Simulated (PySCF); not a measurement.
# Rb2 (Rb2): the cost of one run

Computed with PySCF 2.14.0 and routines of our own; the level stands in each step. Atoms count from 0.

### Step 1. The system as given

2 atoms, charge 0, multiplicity 1; geometry from: GFN2-xTB.

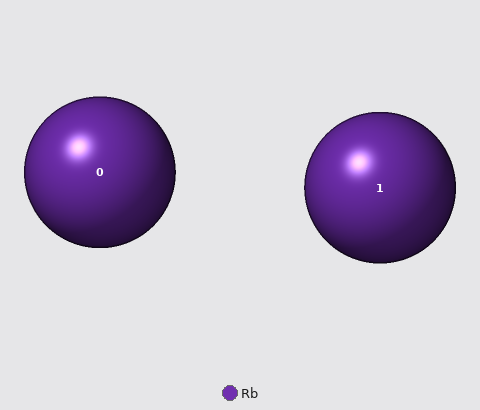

The starting geometry (rubidium purple); sticks join atoms by distance alone.

### Step 2. Geometry optimisation at PBE0-D3(BJ)/def2-SVP

What the job is given:

```
{"job": {"xc": "PBE0", "basis": "def2-SVP", "d3": "d3bj", "grid": 1, "maxiter": 30, "shake": 0.01, "kind": "geom"}, "charge": 0, "multiplicity": 1}
Rb     1.913130    -0.028000     0.000810
Rb    -1.895640    -0.000810    -0.012930
```

Command:

```console
> OMP_NUM_THREADS=1 python heavy_run.py task.json out
```

One launch serves the whole session: the jobs run in the order shown.

**Question.** How long does this first job take on 1 thread of Arm Neoverse V1, shared host, and how much memory does it need?

About 4.9 s, with a peak of 0.25 GiB.
